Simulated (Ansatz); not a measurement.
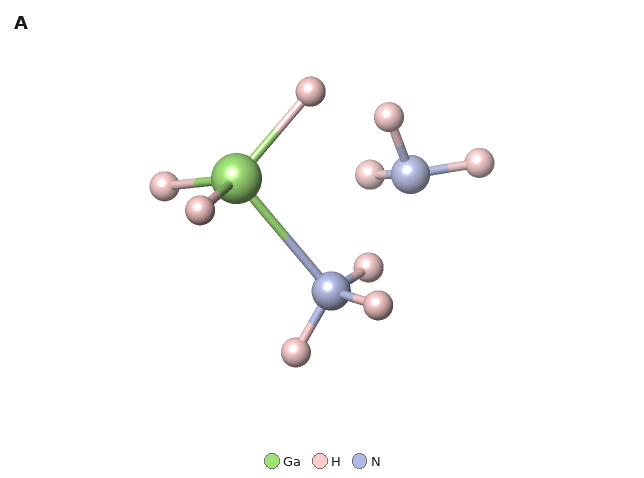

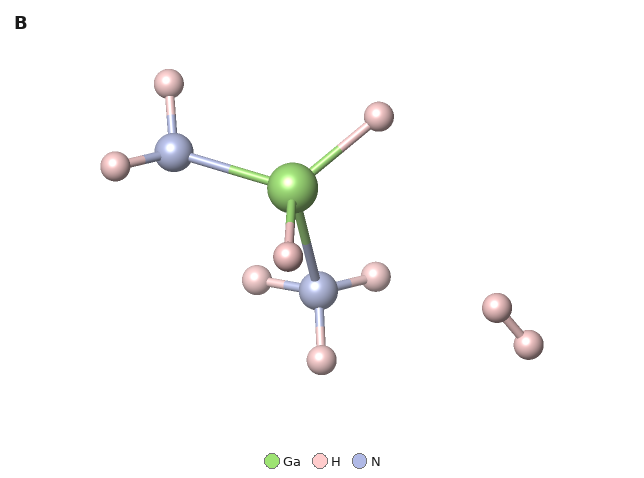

2 stationary structures of one formula. Geometries: PBE0-D4/def2-TZVP. Electronic energies: CCSD(T)/CBS (MP2 limit from def2-TZVPP and def2-QZVPP plus CCSD(T) − MP2) (Ansatz 0.2.0), without zero-point energy. Each is one conformer, not always the lowest.

**Which is lowest in energy, and by how much?**

A is lowest (a minimum); B lies 0.197 eV above it (a saddle point of order 1).

Give E(B) − E(A) in eV at these levels too: ωB97M-V/def2-TZVPP; RHF/STO-3G; PBE-D4/def2-SVP; ωB97X-V/def2-TZVPP; PBE0-D4/def2-TZVP; SPW92 (LDA)/def2-TZVPP; SPW92 (LDA)/def2-SVP; B2PLYP (frozen core)/def2-TZVPP.

```tsv
level	E(B) − E(A) (eV)
ωB97M-V/def2-TZVPP	+0.298
RHF/STO-3G	+0.270
PBE-D4/def2-SVP	+0.455
ωB97X-V/def2-TZVPP	+0.297
PBE0-D4/def2-TZVP	+0.343
SPW92 (LDA)/def2-TZVPP	+0.478
SPW92 (LDA)/def2-SVP	+0.595
B2PLYP (frozen core)/def2-TZVPP	+0.269
```
